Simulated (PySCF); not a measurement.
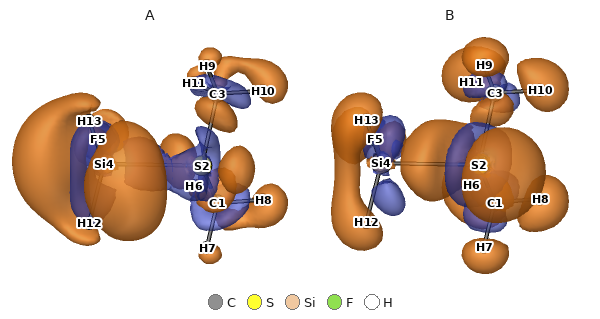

*C₂H₈FSSi, charge +1, SMILES `C[S+](C)[SiH2]F`. The two Fukui functions at ±0.015 e/Å³ (orange positive, blue negative).*

Computed with PySCF, TPSSh/def2-SVPD, geometry: GFN2-xTB. No frequency check shows the geometry to be a minimum. GFN2-xTB bond lengths at metals and heavier atoms can be off by up to 0.1 Å and shapes distorted, which carries into these values.

> Which panel is f⁻ (electron removed) and which f⁺ (electron added)?

A is f⁺, B is f⁻. f⁻ (Hirshfeld-condensed) is largest on S2 (0.32); the vertical ionisation energy is 15.83 eV (the stability of the dication's solution wasn't checked). f⁺ (Hirshfeld-condensed) is largest on Si4 (0.41); the vertical electron affinity is 3.67 eV (the stability of the neutral species's solution wasn't checked).

> What chemical potential and hardness follow from the two energies?

μ = −(I + A)/2 = −9.75 eV and η = I − A = 12.16 eV.
